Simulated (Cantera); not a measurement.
A closed system holds: 1 mol Si, 0.27 mol H2O, 2.7 mol N2, held at 4.30 Pa.

These are equilibrium values from Cantera (NASA tables, ideal gas, pure condensed phases), not measurements of a reactor. Candidate condensed phases: H2O, Si, SiO2, Si2N2O, Si3N4; 35 gas species. The tables' values for SiN are old estimates; treat these amounts as uncertain. The numbers say what is thermodynamically allowed, not how fast it happens.

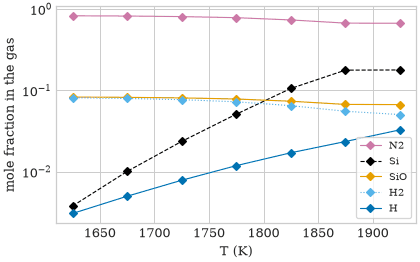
Figure. Equilibrium gas composition (values under 1e-9 drawn at 1e-9)

### Question
Read off the mole fractions at 1875 K.

### Answer
N2 about 0.67, Si about 0.18, SiO about 0.067, H2 about 0.055, H about 0.024.
